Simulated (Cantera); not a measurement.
Input: 1 mol Ti, 4.5 mol H2, at 0.300 bar.

Equilibrium computed with Cantera from the NASA thermochemical tables; the gas is ideal and each condensed phase is pure. Candidate condensed phases: Ti; 3 gas species. Rates play no part.

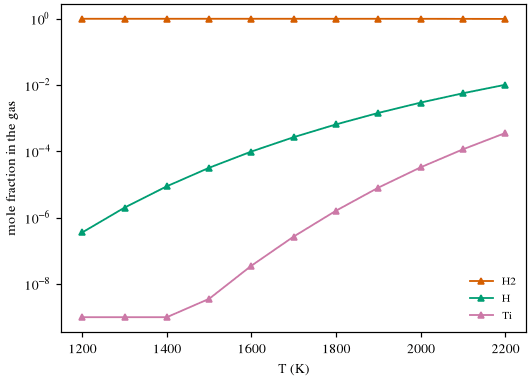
Fig. 1. Equilibrium gas composition (values under 1e-9 drawn at 1e-9)

From 1200 K to 1900 K the condensed part is Ti(β). From 2000 K to 2200 K the condensed part is Ti(l).
